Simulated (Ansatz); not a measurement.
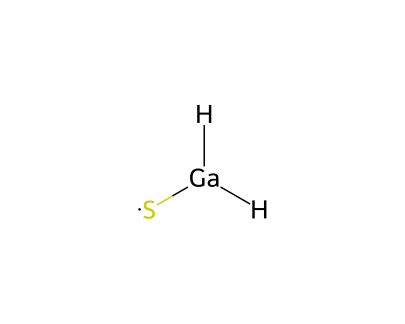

Figure made from data computed with Ansatz.

Skeletal drawing of a molecule. State: neutral, doublet.

Give its SMILES.

Answer. [S][GaH2]

What is the molecular formula?

Answer. GaH2S.

An optimisation with PBE0-D4/def2-TZVP gave a structure of which point group?

Answer. C2v.
